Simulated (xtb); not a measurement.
**Run report: TaN₂H₄ClO, geometry relaxation (part 3 of 4)**

Continued. System: TaN₂H₄ClO. Method: GFN1-xTB (xtb 6.7.1). The geometry comes from this level: PBE0-D4/def2-TZVP.

Geometry of the input (Å):
```
N  -1.1413  1.2369  -0.1710
Ta 0.5533  0.2284  -0.2329
N  0.3355  -1.6235  0.4121
O  0.9841  0.1136  -1.8868
Cl 2.1826  1.3258  1.0243
H  -1.7045  1.3905  0.6533
H  -1.6040  1.6175  -0.9831
H  0.4925  -2.4431  -0.1554
H  -0.0096  -1.8925  1.3224
```

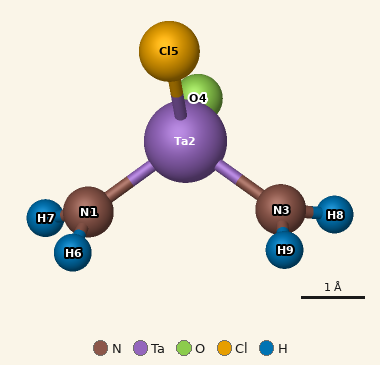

*The geometry at step 6 of the log (ball-and-stick view, seen on its broad side; atoms are numbered from 1 in the order of the input).*

What the program printed, continued
```
         #    Occupation            Energy/Eh            Energy/eV
      -------------------------------------------------------------
         1        2.0000           -0.9126778             -24.8352
       ...           ...                  ...                  ...
         4        2.0000           -0.6881411             -18.7253
         5        2.0000           -0.5513705             -15.0036
         6        2.0000           -0.5486299             -14.9290
         7        2.0000           -0.4957277             -13.4894
         8        2.0000           -0.4872377             -13.2584
         9        2.0000           -0.4842637             -13.1775
        10        2.0000           -0.4769282             -12.9779
        11        2.0000           -0.4749804             -12.9249
        12        2.0000           -0.4667969             -12.7022
        13        2.0000           -0.4641547             -12.6303
        14        2.0000           -0.4558544             -12.4044
        15        2.0000           -0.4316708             -11.7464
        16        2.0000           -0.4145823             -11.2814 (HOMO)
        17                         -0.2729030              -7.4261 (LUMO)
        18                         -0.2699050              -7.3445
        19                         -0.2181898              -5.9372
        20                         -0.1811656              -4.9298
        21                         -0.1790596              -4.8725
        22                         -0.1385970              -3.7714
        23                         -0.1114277              -3.0321
        24                         -0.0598580              -1.6288
        25                         -0.0521482              -1.4190
        26                         -0.0275195              -0.7488
        27                         -0.0268326              -0.7302
       ...                                ...                  ...
        38                          0.8579557              23.3462
      -------------------------------------------------------------
                  HL-Gap            0.1416792 Eh            3.8553 eV
             Fermi-level           -0.3437426 Eh           -9.3537 eV

  Mulliken/CM5 charges         n(s)   n(p)   n(d)
     1     -0.63013 -1.27276   1.478  4.152  0.000
     2      1.47348  2.38794   0.537  0.516  2.473
     3     -0.63013 -1.27276   1.478  4.152  0.000
     4     -0.66033 -0.94266   1.729  4.931  0.000
     5     -0.43036 -0.51796   1.862  5.578 -0.010
     6      0.21339  0.39839   0.787  0.000  0.000
     7      0.22534  0.41072   0.775  0.000  0.000
     8      0.22534  0.41071   0.775  0.000  0.000
     9      0.21339  0.39839   0.787  0.000  0.000

Wiberg/Mayer (AO) data.
largest (>0.10) Wiberg bond orders for each atom

 ---------------------------------------------------------------------------
     #   Z sym  total        # sym  WBO       # sym  WBO       # sym  WBO
 ---------------------------------------------------------------------------
     1   7      3.106 --     2      1.171     6      0.906     7      0.904
     2  73      5.432 --     4      2.059     1      1.171     3      1.171
                             5      0.882
     3   7      3.106 --     2      1.171     9      0.906     8      0.904
     4   8      2.207 --     2      2.059
     5  17      0.993 --     2      0.882
     6   1      0.959 --     1      0.906
     7   1      0.953 --     1      0.904
     8   1      0.953 --     3      0.904
     9   1      0.959 --     3      0.906
 ---------------------------------------------------------------------------

Topologies differ in total number of bonds
Writing topology from bond orders to xtbtopo.mol

 dipole moment from electron density (au)
     X       Y       Z
  -2.1493  -0.7831   1.6029  total (Debye):    7.100

           -------------------------------------------------
          |                Geometry Summary                 |
           -------------------------------------------------

      molecular mass/u    :      264.4453876
   center of mass at/Å    :        0.6788875       0.3012297      -0.1933932
  moments of inertia/u·Å² :        0.1564540E+03   0.2703944E+03   0.2809136E+03
rotational constants/cm⁻¹ :        0.1077482E+00   0.6234460E-01   0.6001002E-01

 * 8 selected distances

     #   Z          #   Z                                           value/Å
     1   7          2  73                                         1.9116768
     2  73          3   7                                         1.9116767
     2  73          4   8                                         1.7121764
     2  73          5  17                                         2.2955844 (max)
     1   7          6   1                                         1.0106387
     1   7          7   1                                         1.0097376 (min)
Molecule has the following symmetry elements: (sigma)
It seems to be the Cs point group
     3   7          8   1                                         1.0097469
     3   7          9   1                                         1.0106321

 * 4 distinct bonds (by element types)

   Z      Z             #   av. dist./Å        max./Å        min./Å
   1 H    7 N           4     1.0101888     1.0106387     1.0097376
   7 N   73 Ta          2     1.9116767     1.9116768     1.9116767
   8 O   73 Ta          1     1.7121764     1.7121764     1.7121764
  17 Cl  73 Ta          1     2.2955844     2.2955844     2.2955844

           -------------------------------------------------
          |               Frequency Printout                |
           -------------------------------------------------
 projected vibrational frequencies (cm⁻¹)
eigval :       -0.00    -0.00    -0.00     0.00     0.00     0.00
eigval :      111.18   115.43   133.85   151.73   156.43   243.11
eigval :      310.49   377.89   417.98   428.46   567.60   592.16
eigval :      607.38   622.49   945.98  1484.57  1486.40  3441.54
eigval :     3442.02  3507.32  3507.54
 reduced masses (amu)
    1:      6.19    2:     15.79    3:     34.54    4:     33.13    5:      7.78    6:      9.70
    7:      7.53    8:      5.79    9:      3.80   10:      3.16   11:      3.69   12:      1.09
   13:      8.00   14:      1.18   15:      1.27   16:      1.36   17:      1.29   18:      1.32
   19:      4.77   20:      4.61   21:     16.78   22:      1.12   23:      1.12   24:      1.05
   25:      1.05   26:      1.09   27:      1.09
 IR intensities (km·mol⁻¹)
    1:      7.16    2:      0.75    3:      1.95    4:      0.83    5:      5.25    6:      5.18
    7:     25.45    8:     15.28    9:      8.56   10:     18.25   11:     21.74   12:      4.44
   13:     71.04   14:      7.95   15:     55.20   16:    207.85   17:    217.79   18:    659.74
   19:     20.71   20:     52.08   21:     66.28   22:     43.00   23:     52.10   24:      4.34
   25:      3.97   26:      0.56   27:      2.28
 Raman intensities (Ä⁴*amu⁻¹)
    1:      0.00    2:      0.00    3:      0.00    4:      0.00    5:      0.00    6:      0.00
    7:      0.00    8:      0.00    9:      0.00   10:      0.00   11:      0.00   12:      0.00
   13:      0.00   14:      0.00   15:      0.00   16:      0.00   17:      0.00   18:      0.00
   19:      0.00   20:      0.00   21:      0.00   22:      0.00   23:      0.00   24:      0.00
   25:      0.00   26:      0.00   27:      0.00
 output can be read by thermo (or use thermo option).
 writing <g98.out> molden fake output.
 recommended (thermochemical) frequency scaling factor: 1.0
           -------------------------------------------------
          |             Thermodynamic Functions             |
           -------------------------------------------------

cs  symmetry found (for desy threshold:  0.10E+00) used in thermo

          ...................................................
          :                      SETUP                      :
          :.................................................:
          :  # frequencies                          21      :
          :  # imaginary freq.                       0      :
          :  linear?                             false      :
          :  only rotor calc.                    false      :
          :  symmetry                               cs      :
          :  rotational number                       1      :
          :  scaling factor                  1.0000000      :
          :  rotor cutoff                   50.0000000 cm⁻¹ :
          :  imag. cutoff                  -20.0000000 cm⁻¹ :
          :.................................................:

    mode    ω/cm⁻¹     T·S(HO)/kcal·mol⁻¹    T·S(FR)/kcal·mol⁻¹   T·S(vib)
   ------------------------------------------------------------------------
       1    111.18    -0.96844 ( 96.07%)    -0.81962 (  3.93%)    -0.96259
       2    115.43    -0.94676 ( 96.60%)    -0.80851 (  3.40%)    -0.94206
       3    133.85    -0.86164 ( 98.09%)    -0.76468 (  1.91%)    -0.85978
       4    151.73    -0.79020 ( 98.83%)    -0.72755 (  1.17%)    -0.78947
       5    156.43    -0.77294 ( 98.97%)    -0.71852 (  1.03%)    -0.77238
       6    243.11    -0.53071 ( 99.82%)    -0.58796 (  0.18%)    -0.53081
   ------------------------------------------------------------------------

   temp. (K)  partition function   enthalpy   heat capacity  entropy
                                   cal/mol     cal/K/mol   cal/K/mol   J/K/mol
 298.15  VIB   161.                 3687.215     22.017     22.425
         ROT  0.263E+06              888.727      2.981     27.784
         INT  0.425E+08             4575.943     24.997     50.208
         TR   0.132E+27             1481.212      4.968     42.617
         TOT                        6057.1550    29.9654    92.8248   388.3791

       T/K    H(0)-H(T)+PV         H(T)/Eh          T*S/Eh         G(T)/Eh
   ------------------------------------------------------------------------
    298.15    0.965269E-02    0.612567E-01    0.441041E-01    0.171527E-01
   ------------------------------------------------------------------------

         :::::::::::::::::::::::::::::::::::::::::::::::::::::
         ::                  THERMODYNAMIC                  ::
         :::::::::::::::::::::::::::::::::::::::::::::::::::::
         :: total free energy         -19.578769482569 Eh   ::
         ::.................................................::
         :: total energy              -19.595922141060 Eh   ::
         :: zero point energy           0.051604044693 Eh   ::
         :: G(RRHO) w/o ZPVE           -0.034451386202 Eh   ::
         :: G(RRHO) contrib.            0.017152658491 Eh   ::
         :::::::::::::::::::::::::::::::::::::::::::::::::::::

optimized geometry written to: xtbopt.xyz

           -------------------------------------------------
          | TOTAL ENERGY              -19.595922141060 Eh   |
          | TOTAL ENTHALPY            -19.534665405401 Eh   |
          | TOTAL FREE ENERGY         -19.578769482569 Eh   |
          | GRADIENT NORM               0.000037597329 Eh/α |
          | HOMO-LUMO GAP               3.855288611717 eV   |
           -------------------------------------------------

------------------------------------------------------------------------
------------------------------------------------------------------------
 total:
 *  cpu-time:     0 d,  0 h,  0 min,  0.680 sec
 * ratio c/w:     1.000 speedup
 SCF:
 *  cpu-time:     0 d,  0 h,  0 min,  0.012 sec
 * ratio c/w:     0.999 speedup
 ANC optimizer:
 *  cpu-time:     0 d,  0 h,  0 min,  0.125 sec
 * ratio c/w:     0.999 speedup
 analytical hessian:
 *  cpu-time:     0 d,  0 h,  0 min,  0.534 sec
 * ratio c/w:     1.000 speedup
```

File vibspectrum
```
$vibrational spectrum
#  mode     symmetry     wave number   IR intensity    selection rules
#                         cm**(-1)      (km*mol⁻¹)        IR
     1                      -0.00         0.00000          -
     2                      -0.00         0.00000          -
     3                      -0.00         0.00000          -
     4                       0.00         0.00000          -
     5                       0.00         0.00000          -
     6                       0.00         0.00000          -
     7        a            111.18        25.44915         YES
     8        a            115.43        15.28318         YES
     9        a            133.85         8.56273         YES
    10        a            151.73        18.24983         YES
    11        a            156.43        21.73761         YES
    12        a            243.11         4.44190         YES
    13        a            310.49        71.04180         YES
    14        a            377.89         7.95251         YES
    15        a            417.98        55.19926         YES
    16        a            428.46       207.84545         YES
    17        a            567.60       217.78534         YES
    18        a            592.16       659.74131         YES
    19        a            607.38        20.70935         YES
    20        a            622.49        52.07633         YES
    21        a            945.98        66.28347         YES
    22        a           1484.57        43.00148         YES
    23        a           1486.40        52.10096         YES
    24        a           3441.54         4.33921         YES
    25        a           3442.02         3.96601         YES
    26        a           3507.32         0.55803         YES
    27        a           3507.54         2.28490         YES
$end
```

Standard error
```
normal termination of xtb
```

Trajectory as extended XYZ (Å, eV, eV/Å), 12 frames, from step=0 to step=11
```
9
Properties=species:S:1:pos:R:3 step=0 energy=-533.11073
N    -1.1413    1.2369   -0.1710
Ta    0.5533    0.2284   -0.2329
N     0.3355   -1.6235    0.4121
O     0.9841    0.1136   -1.8868
Cl    2.1826    1.3258    1.0243
H    -1.7045    1.3905    0.6533
H    -1.6040    1.6175   -0.9831
H     0.4925   -2.4431   -0.1554
H    -0.0096   -1.8925    1.3224
9
Properties=species:S:1:pos:R:3 step=1 energy=-533.20399
N    -1.0980    1.2019   -0.1591
Ta    0.5715    0.2301   -0.2701
N     0.3316   -1.5671    0.4053
O     0.9575    0.0907   -1.9321
Cl    2.0797    1.2778    1.0492
H    -1.6625    1.3507    0.6657
H    -1.5719    1.6073   -0.9542
H     0.4988   -2.4033   -0.1367
H    -0.0182   -1.8344    1.3149
9
Properties=species:S:1:pos:R:3 step=2 energy=-533.21925
N    -1.0695    1.1767   -0.1544
Ta    0.5621    0.2132   -0.3291
N     0.3279   -1.5297    0.3972
O     0.9389    0.0689   -1.9916
Cl    2.0445    1.2733    1.1166
H    -1.6265    1.3153    0.6774
H    -1.5614    1.6053   -0.9279
H     0.4993   -2.3858   -0.1144
H    -0.0266   -1.7836    1.3091
9
Properties=species:S:1:pos:R:3 step=3 energy=-533.22818
N    -1.0747    1.1842   -0.1544
Ta    0.5676    0.2189   -0.3155
N     0.3307   -1.5378    0.4005
O     0.9519    0.0784   -1.9778
Cl    2.0521    1.2711    1.0866
H    -1.6381    1.3062    0.6757
H    -1.5644    1.6134   -0.9276
H     0.5038   -2.3924   -0.1111
H    -0.0404   -1.7885    1.3065
9
Properties=species:S:1:pos:R:3 step=4 energy=-533.22936
N    -1.0763    1.1784   -0.1555
Ta    0.5709    0.2202   -0.3176
N     0.3253   -1.5364    0.3979
O     0.9598    0.0822   -1.9795
Cl    2.0542    1.2707    1.0790
H    -1.6367    1.2918    0.6778
H    -1.5659    1.6220   -0.9210
H     0.5087   -2.3960   -0.1020
H    -0.0513   -1.7792    1.3038
9
Properties=species:S:1:pos:R:3 step=5 energy=-533.23090
N    -1.0743    1.1758   -0.1574
Ta    0.5738    0.2198   -0.3268
N     0.3248   -1.5341    0.3949
O     0.9775    0.0899   -1.9863
Cl    2.0552    1.2688    1.0676
H    -1.6322    1.2572    0.6825
H    -1.5732    1.6371   -0.9060
H     0.5138   -2.4052   -0.0821
H    -0.0767   -1.7558    1.2966
9
Properties=species:S:1:pos:R:3 step=6 energy=-533.23177
N    -1.0750    1.1701   -0.1613
Ta    0.5752    0.2191   -0.3339
N     0.3205   -1.5328    0.3897
O     0.9883    0.0945   -1.9915
Cl    2.0569    1.2695    1.0665
H    -1.6240    1.2370    0.6853
H    -1.5805    1.6467   -0.8955
H     0.5153   -2.4128   -0.0681
H    -0.0882   -1.7377    1.2917
9
Properties=species:S:1:pos:R:3 step=7 energy=-533.23210
N    -1.0737    1.1700   -0.1640
Ta    0.5748    0.2182   -0.3372
N     0.3216   -1.5326    0.3869
O     0.9924    0.0962   -1.9936
Cl    2.0543    1.2688    1.0696
H    -1.6167    1.2300    0.6863
H    -1.5863    1.6474   -0.8912
H     0.5118   -2.4163   -0.0629
H    -0.0895   -1.7280    1.2892
9
Properties=species:S:1:pos:R:3 step=8 energy=-533.23218
N    -1.0731    1.1695   -0.1664
Ta    0.5758    0.2180   -0.3407
N     0.3219   -1.5326    0.3844
O     0.9940    0.0964   -1.9965
Cl    2.0494    1.2672    1.0745
H    -1.6098    1.2271    0.6879
H    -1.5909    1.6480   -0.8892
H     0.5092   -2.4196   -0.0601
H    -0.0880   -1.7204    1.2888
9
Properties=species:S:1:pos:R:3 step=9 energy=-533.23220
N    -1.0731    1.1695   -0.1668
Ta    0.5758    0.2182   -0.3397
N     0.3220   -1.5327    0.3840
O     0.9938    0.0965   -1.9956
Cl    2.0477    1.2666    1.0757
H    -1.6081    1.2298    0.6883
H    -1.5917    1.6455   -0.8906
H     0.5070   -2.4194   -0.0620
H    -0.0849   -1.7204    1.2896
9
Properties=species:S:1:pos:R:3 step=10 energy=-533.23221
N    -1.0730    1.1695   -0.1667
Ta    0.5765    0.2185   -0.3397
N     0.3221   -1.5326    0.3841
O     0.9938    0.0964   -1.9957
Cl    2.0478    1.2668    1.0764
H    -1.6080    1.2305    0.6886
H    -1.5920    1.6441   -0.8912
H     0.5058   -2.4191   -0.0630
H    -0.0843   -1.7206    1.2901
9
Properties=species:S:1:pos:R:3 step=11 energy=-533.23221
N    -1.0729    1.1693   -0.1667
Ta    0.5766    0.2186   -0.3396
N     0.3219   -1.5324    0.3840
O     0.9940    0.0966   -1.9956
Cl    2.0482    1.2670    1.0764
H    -1.6079    1.2302    0.6886
H    -1.5921    1.6437   -0.8912
H     0.5054   -2.4190   -0.0631
H    -0.0845   -1.7204    1.2900
```

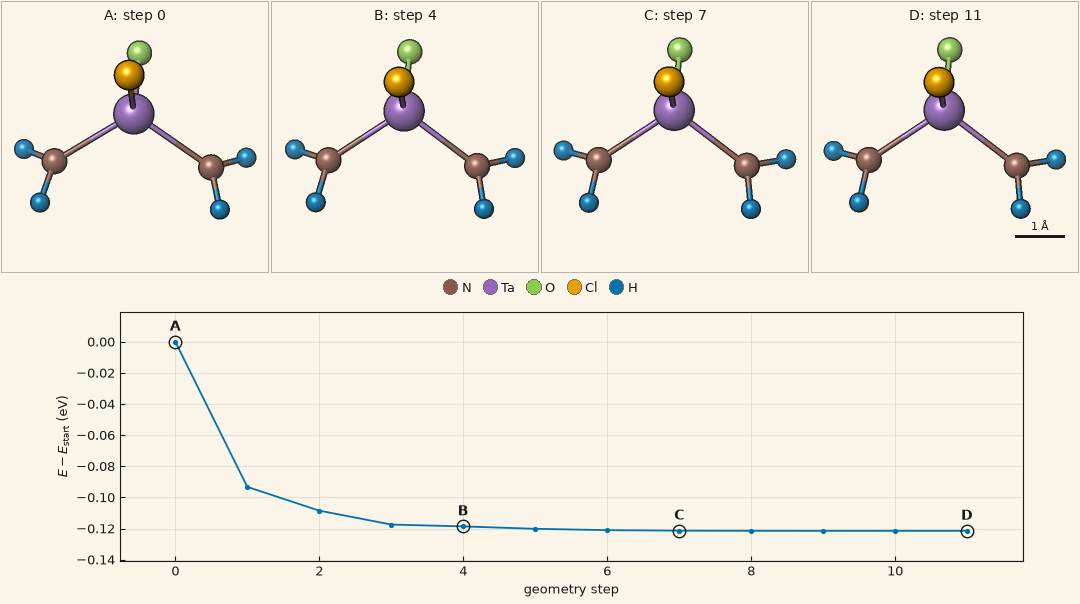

*Frames of the relaxation (ball-and-stick view, seen at a tilt) above the curves, on which the letters mark them (steps are counted from 0).*
